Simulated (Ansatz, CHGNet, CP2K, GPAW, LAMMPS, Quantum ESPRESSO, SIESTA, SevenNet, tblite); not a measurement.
# CP2K on aqueous Cs+ and SO4 2-, 1.7 mol of salt per kg of water at 360 K (106 atoms): settings against a plane-wave reference, part 3 of 3

Wanted: CP2K inputs and outputs for aqueous Cs+ and SO4 2-, 1.7 mol of salt per kg of water at 360 K (106 atoms), checked against a plane-wave reference.

Program: CP2K 2026.2; the method stands at each step. Banners, paths, timers and routine set-up lines are dropped from the logs unmarked, and long logs keep their key lines alone; longer cuts are marked.

So far. Step 6 (PBE, SZV-MOLOPT-SR, 600/50 Ry, TC2 filter 1e-07, SCF …): Against the first run (19 %), the force difference from the reference is 329 %, at 0.11 times the CPU time (on 1 against 4 cores) (8 SCF steps against 68).

## 8. PBE+D3, DZVP-UZH, 600/50 Ry, OT CG

Method: Kohn-Sham DFT, PBE+D3, GTH-PBE pseudopotentials, Gaussian and plane waves, DZVP-MOLOPT (UZH set), orbital transformation.

The input, input.inp:

```
&GLOBAL
  PROJECT cell
  RUN_TYPE ENERGY_FORCE
  PRINT_LEVEL LOW
&END GLOBAL
&FORCE_EVAL
  METHOD QS
  STRESS_TENSOR ANALYTICAL
  &DFT
    BASIS_SET_FILE_NAME BASIS_MOLOPT_UZH
    POTENTIAL_FILE_NAME POTENTIAL_UZH
    &MGRID
      CUTOFF 600
      REL_CUTOFF 50
      NGRIDS 5
    &END MGRID
    &QS
      EPS_DEFAULT 1.0E-12
    &END QS
    &SCF
      SCF_GUESS ATOMIC
      EPS_SCF 1.0E-06
      MAX_SCF 30
      &OT
        MINIMIZER CG
        PRECONDITIONER FULL_ALL
        ENERGY_GAP 0.001
      &END OT
      &OUTER_SCF
        EPS_SCF 1.0E-06
        MAX_SCF 8
      &END OUTER_SCF
      &PRINT
        &RESTART OFF
        &END RESTART
      &END PRINT
    &END SCF
    &XC
      &XC_FUNCTIONAL PBE
      &END XC_FUNCTIONAL
      &VDW_POTENTIAL
        POTENTIAL_TYPE PAIR_POTENTIAL
        &PAIR_POTENTIAL
          TYPE DFTD3
          PARAMETER_FILE_NAME dftd3.dat
          REFERENCE_FUNCTIONAL PBE
        &END PAIR_POTENTIAL
      &END VDW_POTENTIAL
    &END XC
    &PRINT
      &MULLIKEN ON
      &END MULLIKEN
      &LOWDIN ON
      &END LOWDIN
      &MO_CUBES
        NHOMO 1
        NLUMO 4
        WRITE_CUBE F
      &END MO_CUBES
    &END PRINT
  &END DFT
  &SUBSYS
    &CELL
      A 10.28660 0.00000 0.00000
      B 0.00000 10.28660 0.00000
      C 0.00000 0.00000 10.28660
    &END CELL
    &COORD
[... 106 atom lines left out: the same atoms as in the first run ...]
    &END COORD
    &KIND O
      BASIS_SET DZVP-MOLOPT-PBE-GTH-q6
      POTENTIAL GTH-PBE-q6
    &END KIND
    &KIND S
      BASIS_SET DZVP-MOLOPT-PBE-GTH-q6
      POTENTIAL GTH-PBE-q6
    &END KIND
    &KIND H
      BASIS_SET DZVP-MOLOPT-PBE-GTH-q1
      POTENTIAL GTH-PBE-q1
    &END KIND
    &KIND Cs
      BASIS_SET DZVP-MOLOPT-PBE-GTH-q9
      POTENTIAL GTH-PBE-q9
    &END KIND
  &END SUBSYS
  &PRINT
    &FORCES ON
    &END FORCES
    &STRESS_TENSOR ON
    &END STRESS_TENSOR
  &END PRINT
&END FORCE_EVAL
```

Command:

```bash
OMP_NUM_THREADS=1 mpirun -np 4 cp2k.psmp -i input.inp > output.txt
```

Numbers of over 12 decimals in the logs are rounded to 6 here.

Log:

```text
CP2K| version string:                                       CP2K version 2026.2
 CP2K| Input file name                                                 input.inp
 GLOBAL| Basis set file name                                    BASIS_MOLOPT_UZH
 GLOBAL| Potential file name                                       POTENTIAL_UZH
 GLOBAL| Run type                                                   ENERGY_FORCE
 GLOBAL| Total number of message passing processes                             4
 GLOBAL| Number of threads for this process                                    1
[... lines left out ...]
 Number of electrons:                                                        312
[... lines left out ...]
  Step     Update method      Time    Convergence         Total energy    Change
[... lines left out ...]
  Total energy:                                              -683.414795
[... lines left out ...]
  Step     Update method      Time    Convergence         Total energy    Change
[... lines left out ...]
  *** SCF run converged in     5 steps ***
[... lines left out ...]
  Total energy:                                              -683.415730
[... lines left out ...]
  outer SCF loop converged in   2 iterations or   68 steps
[... lines left out ...]
 Fermi Energy [eV] :   -1.646148
  Using OT eigensolver for additional unoccupied orbitals spin            1
  Lowest Eigenvalues of the unoccupied subspace spin            1
 OT| Eigensolver reached convergence in 163 iterations
       0.09405097      0.14648527      0.15652151      0.15966948
 HOMO - LUMO gap [eV] :    4.205405
 ENERGY| Total FORCE_EVAL ( QS ) energy [hartree]           -683.415730
 FORCES| Atomic forces [hartree/bohr]
 FORCES|   Atom     x               y               z               |f|
 FORCES|      1  4.35332695E-02  5.63163243E-02 -1.03563610E-02   7.19300225E-02
 FORCES|      2  4.05577255E-02 -3.96127052E-02 -1.77080494E-02   5.93941960E-02
 FORCES|      3 -5.67719371E-02  6.44260679E-02  1.08604198E-02   8.65547213E-02
[...]
FORCES|    105 -2.76337091E-02  2.16816503E-02 -2.61921153E-02   4.38148689E-02
 FORCES|    106  1.02782159E-03 -4.27408917E-03  2.91434305E-03   5.27424410E-03
 FORCES| Sum    -2.18288139E-03 -2.36813860E-03  3.30267122E-03
 FORCES| Total atomic force                                       4.61309969E-03
 STRESS| Analytical stress tensor [bar]
 STRESS|                        x                   y                   z
 STRESS|      x        1.20433546605E+04  -5.13103919183E+03   2.28443959546E+03
 STRESS|      y       -5.13103919183E+03  -2.38791116733E+03   4.71253614437E+03
 STRESS|      z        2.28443959546E+03   4.71253614437E+03   1.59878248371E+04
 STRESS| 1/3 Trace                                             8.54775611009E+03
```

Elapsed: 2.5 min, on 4 MPI ranks of Arm Neoverse V2, shared host; peak memory 2.8 GiB; 9.9 min of CPU time.

Against the reference:

- r.m.s. force component: 0.6702 eV/Å
- r.m.s. difference of force components: 122.9 meV/Å
- longest difference of force vectors: 563.1 meV/Å
- force difference over r.m.s. force: 18.14 %
- slope of forces against the reference's: 0.9724
- correlation of force components: 0.9834
- gap (highest filled to lowest empty level): 4.205 eV
- gap difference: 0.0654 eV
- pressure: 0.8548 GPa
- pressure difference: 0.5448 GPa

Against the first run (19 %), the force difference from the reference is 18 %, at 0.99 times the CPU time; the model has changed, so this is no error of the program alone.

## 9. PBE, DZVP-UZH, 210/50 Ry, OT CG

Method: Kohn-Sham DFT, PBE, GTH-PBE pseudopotentials, Gaussian and plane waves, DZVP-MOLOPT (UZH set), orbital transformation.

Changes to input.inp since step 8:

```diff
@@ -12,5 +12,4 @@
     &MGRID
-      CUTOFF 600
+      CUTOFF 210
       REL_CUTOFF 50
-      NGRIDS 5
     &END MGRID
@@ -40,10 +39,2 @@
       &END XC_FUNCTIONAL
-      &VDW_POTENTIAL
-        POTENTIAL_TYPE PAIR_POTENTIAL
-        &PAIR_POTENTIAL
-          TYPE DFTD3
-          PARAMETER_FILE_NAME dftd3.dat
-          REFERENCE_FUNCTIONAL PBE
-        &END PAIR_POTENTIAL
-      &END VDW_POTENTIAL
     &END XC
```

Command:

```bash
OMP_NUM_THREADS=2 cp2k.psmp -i input.inp > output.txt
```

Log:

```text
CP2K| version string:                                       CP2K version 2026.2
 CP2K| Input file name                                                 input.inp
 GLOBAL| Basis set file name                                    BASIS_MOLOPT_UZH
 GLOBAL| Potential file name                                       POTENTIAL_UZH
 GLOBAL| Run type                                                   ENERGY_FORCE
 GLOBAL| Total number of message passing processes                             1
 GLOBAL| Number of threads for this process                                    2
[... lines left out ...]
 Number of electrons:                                                        312
[... lines left out ...]
  Step     Update method      Time    Convergence         Total energy    Change
[... lines left out ...]
  Total energy:                                              -683.272628
[... lines left out ...]
  Step     Update method      Time    Convergence         Total energy    Change
[... lines left out ...]
  *** SCF run converged in     5 steps ***
[... lines left out ...]
  Total energy:                                              -683.273556
[... lines left out ...]
  outer SCF loop converged in   2 iterations or   68 steps
[... lines left out ...]
 Fermi Energy [eV] :   -1.657810
  Using OT eigensolver for additional unoccupied orbitals spin            1
  Lowest Eigenvalues of the unoccupied subspace spin            1
 OT| Eigensolver reached convergence in 163 iterations
       0.09283060      0.14552465      0.15560851      0.15856422
 HOMO - LUMO gap [eV] :    4.183859
 ENERGY| Total FORCE_EVAL ( QS ) energy [hartree]           -683.273556
 FORCES| Atomic forces [hartree/bohr]
 FORCES|   Atom     x               y               z               |f|
 FORCES|      1  4.25818268E-02  5.52265756E-02 -1.56596875E-02   7.14731588E-02
 FORCES|      2  3.99853455E-02 -3.93506187E-02 -1.81716881E-02   5.89704103E-02
 FORCES|      3 -5.37764079E-02  6.28735618E-02  1.43727800E-02   8.39735888E-02
[...]
FORCES|    105 -2.68219785E-02  2.19062374E-02 -2.54307987E-02   4.29654197E-02
 FORCES|    106  9.39473896E-04 -4.21555640E-03  2.53091883E-03   5.00590423E-03
 FORCES| Sum    -2.49529031E-02  1.73219883E-03  6.13640982E-03
 FORCES| Total atomic force                                       2.57546775E-02
 STRESS| Analytical stress tensor [bar]
 STRESS|                        x                   y                   z
 STRESS|      x        2.23994604809E+04  -5.14277674991E+03   2.34072318035E+03
 STRESS|      y       -5.14277674991E+03   6.86011846493E+03   4.74599157488E+03
 STRESS|      z        2.34072318035E+03   4.74599157488E+03   2.52257335656E+04
 STRESS| 1/3 Trace                                             1.81617708372E+04
```

The job ended after 3.4 min (2 threads; peak memory 0.57 GiB; 6.7 min of CPU time).

Numbers from this run, and their distance from the reference:

- r.m.s. force component: 0.6725 eV/Å
- r.m.s. difference of force components: 156.1 meV/Å
- longest difference of force vectors: 793.3 meV/Å
- force difference over r.m.s. force: 23.04 %
- slope of forces against the reference's: 0.9657
- correlation of force components: 0.9733
- gap (highest filled to lowest empty level): 4.184 eV
- gap difference: 0.0439 eV
- pressure: 1.816 GPa
- pressure difference: 1.506 GPa
- energy less the same-level run's: -7.907 meV/atom
- r.m.s. force difference from the same-level run: 94.98 meV/Å

This is a coarse setting, run to see what it loses.

Against the first run (19 %), the force difference from the reference is 23 %, at 0.67 times the CPU time (on 2 against 4 cores): the grid matters here.

The forces add up to 1.3 eV/Å instead of zero, usually a sign of too coarse a grid.

## 10. Side by side

Differences are against the plane-wave reference, forces as r.m.s. over components; share is that over the reference's r.m.s. force, slope the least-squares factor from reference forces to these. Total energies of different programs have different zeros and aren't compared.

```
                                                                     run  Δ force, r.m.s. (meV/Å)  share (%)  slope  Δ pressure (GPa)  Δ gap (eV)  cores  CPU time  memory (GiB)
                                                               reference                        -          -      -                 -           -      2   5.6 min           2.7
                                    CP2K PBE, DZVP-UZH, 600/50 Ry, OT CG                      126       18.5  0.968              1.26      0.0654      4    10 min           2.7
                                                  CP2K GFN1-xTB, OT DIIS                      409       60.4  1.136             -4.75           -      1     5.4 s          0.36
CP2K PBE, SZV-MOLOPT-SR, 600/50 Ry, TC2 filter 1e-04, SCF 1e-05 (coarse)                     2228        329  0.790              12.9           -      1      63 s           1.5
CP2K PBE, SZV-MOLOPT-SR, 600/50 Ry, TC2 filter 1e-06, SCF 1e-06 (coarse)                     2228        329  0.785              12.9           -      1      52 s           1.5
CP2K PBE, SZV-MOLOPT-SR, 600/50 Ry, TC2 filter 1e-07, SCF 1e-07 (coarse)                     2228        329  0.783              12.8           -      1      65 s           1.5
                      CP2K PBE, SZV-MOLOPT-SR, 600/50 Ry, OT CG (coarse)                     2228        329  0.783              12.8      -0.264      2     6 min           1.6
                                 CP2K PBE+D3, DZVP-UZH, 600/50 Ry, OT CG                      123       18.1  0.972             0.545      0.0654      4   9.9 min           2.8
                           CP2K PBE, DZVP-UZH, 210/50 Ry, OT CG (coarse)                      156       23.0  0.966              1.51      0.0439      2   6.7 min          0.57
```

Rows marked coarse were listed beforehand as settings not expected to be converged; some can still land near the reference.

CPU time is summed over cores on a shared host, where runs went side by side, so it is rough. Symmetry, cutoffs, thresholds, outputs and thread counts weren't matched or tuned between programs; memory under MPI is the largest rank's times the ranks.

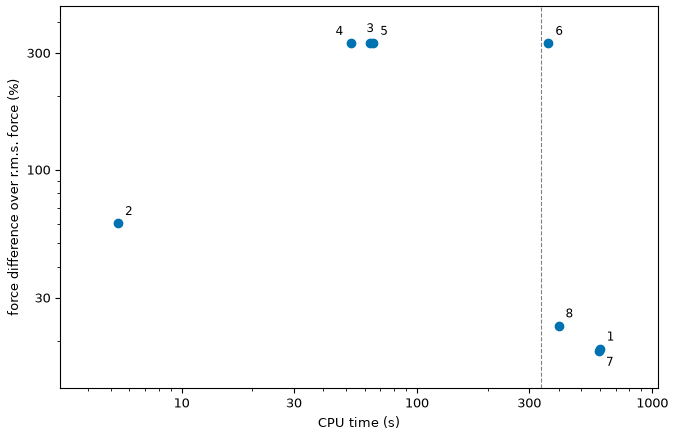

Force difference against CPU time; the dashed line marks the reference's time. Points: 1 CP2K PBE, DZVP-UZH, 600/50 Ry, OT CG; 2 CP2K GFN1-xTB, OT DIIS; 3 CP2K PBE, SZV-MOLOPT-SR, 600/50 Ry, TC2 filter 1e-04, SCF 1e-05; 4 CP2K PBE, SZV-MOLOPT-SR, 600/50 Ry, TC2 filter 1e-06, SCF 1e-06; 5 CP2K PBE, SZV-MOLOPT-SR, 600/50 Ry, TC2 filter 1e-07, SCF 1e-07; 6 CP2K PBE, SZV-MOLOPT-SR, 600/50 Ry, OT CG; 7 CP2K PBE+D3, DZVP-UZH, 600/50 Ry, OT CG; 8 CP2K PBE, DZVP-UZH, 210/50 Ry, OT CG.

Mean charges by element (e), by run and scheme:

```
                                    run    scheme      O      S      H     Cs
   CP2K PBE, DZVP-UZH, 600/50 Ry, OT CG  Mulliken  -0.59  +0.52  +0.30  +0.80
                 CP2K GFN1-xTB, OT DIIS  Mulliken  -0.72  +0.65  +0.36  +1.27
CP2K PBE+D3, DZVP-UZH, 600/50 Ry, OT CG  Mulliken  -0.59  +0.52  +0.30  +0.80
```

Within one program, basis, potentials and functional, energies share a zero. Each run against its twin at the usual cutoff or grid and solver:

```
                                                            run                             twin  Δ energy (meV/atom)  Δ force, r.m.s. (meV/Å)         CPU time over the twin's
CP2K PBE, SZV-MOLOPT-SR, 600/50 Ry, TC2 filter 1e-04, SCF 1e-05  SZV-MOLOPT-SR, 600/50 Ry, OT CG              -0.0832                     7.98  0.17 (this twin ran on 2 cores)
CP2K PBE, SZV-MOLOPT-SR, 600/50 Ry, TC2 filter 1e-06, SCF 1e-06  SZV-MOLOPT-SR, 600/50 Ry, OT CG               0.0124                     3.16  0.14 (this twin ran on 2 cores)
CP2K PBE, SZV-MOLOPT-SR, 600/50 Ry, TC2 filter 1e-07, SCF 1e-07  SZV-MOLOPT-SR, 600/50 Ry, OT CG              -0.0048                    0.715  0.18 (this twin ran on 2 cores)
                           CP2K PBE, DZVP-UZH, 210/50 Ry, OT CG       DZVP-UZH, 600/50 Ry, OT CG                -7.91                     95.0  0.67 (this twin ran on 4 cores)
```

## 11. Outcome

- nearest in forces: CP2K PBE+D3, DZVP-UZH, 600/50 Ry, OT CG, 18 %
- its CPU time: 9.9 min

**Reading.** The PBE run in local orbitals, coarse settings apart, differs by 19 % (CP2K PBE, DZVP-UZH, 600/50 Ry, OT CG); basis, grid and potentials can all enter. Tight binding differs by 60 % (CP2K GFN1-xTB, OT DIIS); it is another model, with fitted parameters of its own, and the xTB methods hold dispersion. Rows with another functional or a dispersion term differ by 18 % (CP2K PBE+D3, DZVP-UZH, 600/50 Ry, OT CG), which mixes the change of model with differences of basis and potentials. Runs with settings chosen to be coarse differ by 23 % (CP2K PBE, DZVP-UZH, 210/50 Ry, OT CG) to 329 % (CP2K PBE, SZV-MOLOPT-SR, 600/50 Ry, TC2 filter 1e-04, SCF 1e-05), their programs' other errors included. Of the electronic-structure runs that take under half the reference's CPU time, CP2K GFN1-xTB, OT DIIS comes nearest, at 60 % in 5.4 s against 5.6 min, too far off to be of use; its pressure misses by -4.7 GPa. At the same functional, gaps differ from the reference's 4.14 eV by between -0.26 and +0.07 eV. In pressure, CP2K PBE, SZV-MOLOPT-SR, 600/50 Ry, TC2 filter 1e-04, SCF 1e-05 misses by +12.9 GPa, at the same functional. Charges hang on model and program or settings: among these rows the mean for Cs runs from +0.80 to +1.27 e. With TC2, tightening the sparsity filter from 1e-04 to 1e-07, and the SCF threshold with it, takes the force difference from the cubic solver from 8.0 to 0.71 meV/Å, and the CPU time from 0.17 to 0.18 times the cubic solver's. Periodic xTB results under one method name differ between programs and library versions. With short bonds to hydrogen, sets of potentials differ among themselves by several per cent in forces even at converged cutoffs, so the reference isn't exact here either. The reference's pressure holds the uncorrected Pulay stress of its 60 Ry basis, so small pressure differences, and their order, may be the reference's own error. The network of contacts between molecules at the start is that of the classical potential that made the cell, and needn't be the one that DFT or experiment would give. The concentration wasn't checked against solubility and may exceed it. The reference's PBE has no dispersion term, which matters for the binding between molecules or layers. The density was typed from a rule of thumb and may lie off the real one at this temperature. The electronic-structure runs sample only Γ, in a cell whose shortest periodic width is 10 Å. Spin–orbit coupling is left out, which matters for the levels of the heavy elements.

[Also dropped from logs without a mark: logging warnings of Python, and SIESTA's first energy breakdown and zero terms.]

[Logs are printed without paths, hosts, clocks, repeated set-up lines and the standing remarks that a program may print on its own settings, such as how far it seeks lower states.]

[Hosts, paths, dates, database ids (printed as entryN), source tags and the programs' standing remarks are cut or masked in the printed files.]
